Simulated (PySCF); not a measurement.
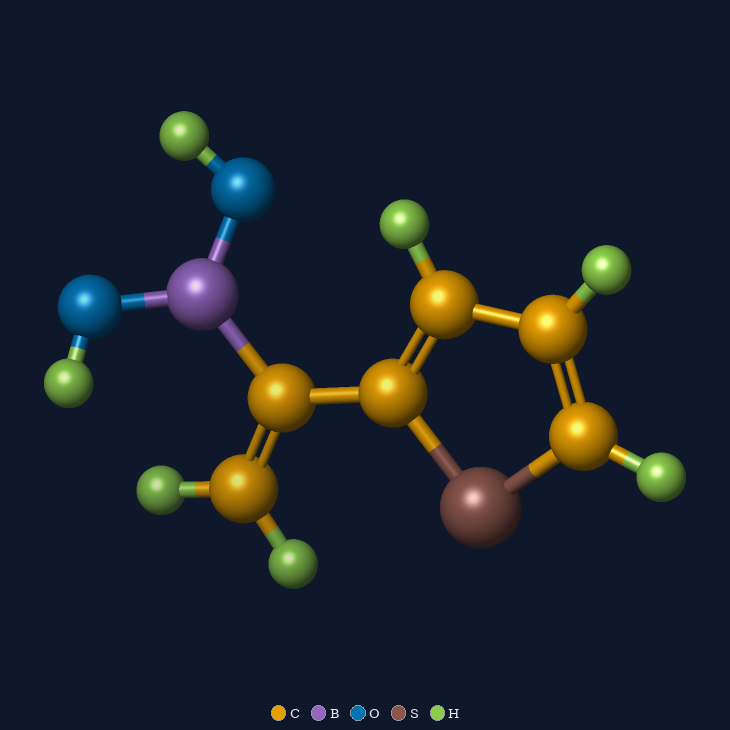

Ball-and-stick drawing of a structure.

Computed geometry: PBE0-D3(BJ)/def2-SVP optimisation. No frequency run is at hand to confirm it as a minimum.

What is the molecular formula?

Answer. C6H7BO2S, 17 atoms: 6 carbon, 7 hydrogen, 1 boron, 2 oxygen and 1 sulfur.

Does it have rings?

Answer. Independent rings (smallest set): 1 of 5 members, 1 of them aromatic.

Count the bonded pairs by element.

Answer. 5 C–C, 5 C–H, 2 B–O, 2 C–S, 2 O–H, 1 C–B.

Write the SMILES.

Answer. C=C(B(O)O)c1cccs1

Give the symmetry (Schoenflies symbol).

Answer. C1.

More results for the same structure follow; atom numbers are the same in all pictures, views and colours differ.

**Geometry**

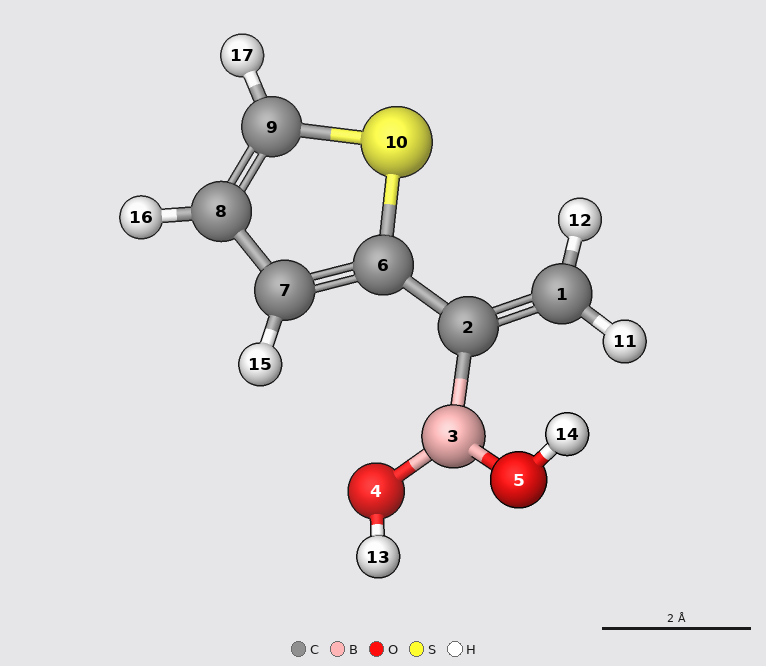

Atoms carry their numbers in the input. No frequency run is at hand to confirm it as a minimum.

Estimate the angles C1–C2–B3, C1–C2–C6, C2–C1–H11, C2–B3–O4, B3–C2–C6, B3–O4–H13, B3–O5–H14, C6–C7–C8, C6–S10–C9, C7–C6–S10, C7–C8–C9, C9–C8–H16.

| angle | degrees |
| --- | --- |
| C1–C2–B3 | 117.2 |
| C1–C2–C6 | 122.3 |
| C2–C1–H11 | 121.4 |
| C2–B3–O4 | 120.9 |
| B3–C2–C6 | 120.5 |
| B3–O4–H13 | 110.9 |
| B3–O5–H14 | 112.2 |
| C6–C7–C8 | 113.4 |
| C6–S10–C9 | 92.4 |
| C7–C6–S10 | 110.0 |
| C7–C8–C9 | 112.5 |
| C9–C8–H16 | 123.4 |

**NMR shielding**

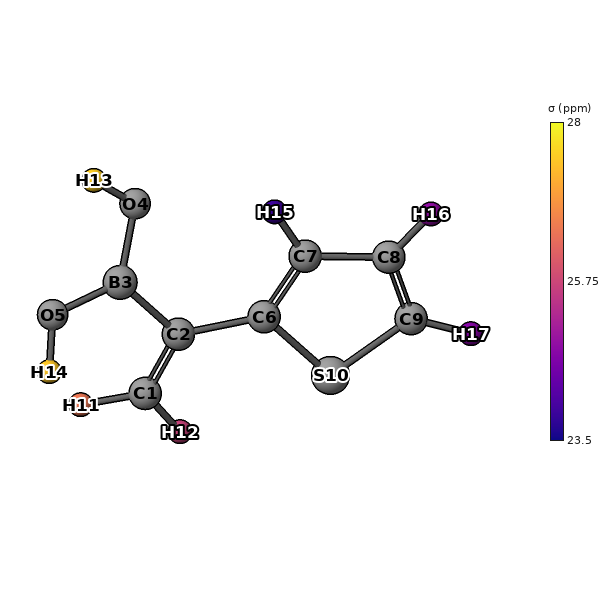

Atoms are coloured by their isotropic NMR shieldings (H only, the others grey). No frequency run is at hand to confirm it as a minimum. Properties computed with GIAO WP04/pcSseg-1 NMR shielding, non-relativistic, gas phase (PySCF 2.14.0).

Which H atom is the most shielded (lowest chemical shift)?

Answer. H13 (27.53 ppm).

Which H atom is the least shielded (highest chemical shift)?

Answer. H15 (23.92 ppm).

How wide is the range of H shifts?

Answer. 3.61 ppm.

Give the isotropic NMR shieldings of the H atoms atom by atom.

```
atom  σ (ppm)
 H11    26.49
 H12    25.71
 H13    27.53
 H14    27.46
 H15    23.92
 H16    24.87
 H17    24.75
```

**Charges**

The questions are on Hirshfeld charges. No frequency run is at hand to confirm it as a minimum. Method: PBE0/pcSseg-1 in acetone (IEF-PCM) (PySCF 2.14.0).

Give the Hirshfeld charges atom by atom.

| atom | value (e) |
| --- | --- |
| C1 | −0.09 |
| C2 | −0.09 |
| B3 | 0.24 |
| O4 | −0.25 |
| O5 | −0.27 |
| C6 | −0.04 |
| C7 | −0.08 |
| C8 | −0.08 |
| C9 | −0.08 |
| S10 | 0.09 |
| H11 | 0.06 |
| H12 | 0.04 |
| H13 | 0.19 |
| H14 | 0.18 |
| H15 | 0.04 |
| H16 | 0.06 |
| H17 | 0.07 |

**Dipole moment**

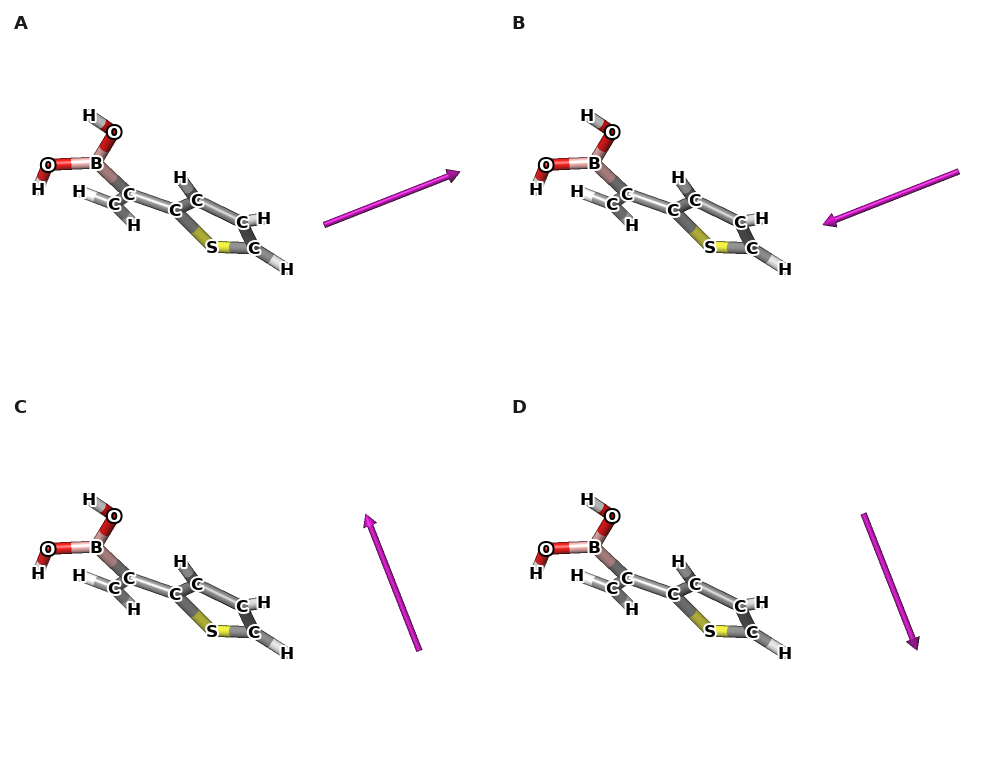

The same molecule four times, each with an arrow. No frequency run is at hand to confirm it as a minimum. Method: PBE0/pcSseg-1, gas phase (PySCF 2.14.0).

Which arrow points along the dipole moment, from the negative to the positive end?

Answer. B. The dipole moment is 1.02 D.
